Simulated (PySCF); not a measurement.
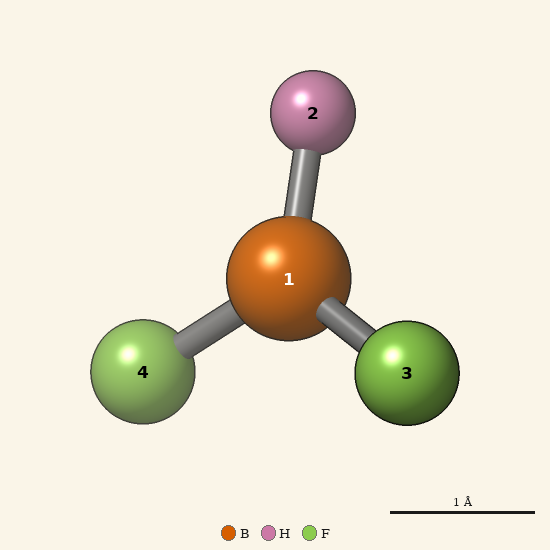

Orthographic view. Depth is shown by fading: the farther an atom, the more it takes the colour of the background. The geometry was computed by an optimisation with PBE0-D4/def2-TZVP. No frequency run is at hand to confirm it as a minimum.

Give the geometry as a Z-matrix, atoms in numerical order, with these reference atoms: 2 to 1; 3 to 1, 2; 4 to 1, 2, 3.

```
B  
H    1   1.191
F    1   1.313   2   121.0
F    1   1.313   2   121.0   3   180.0
```
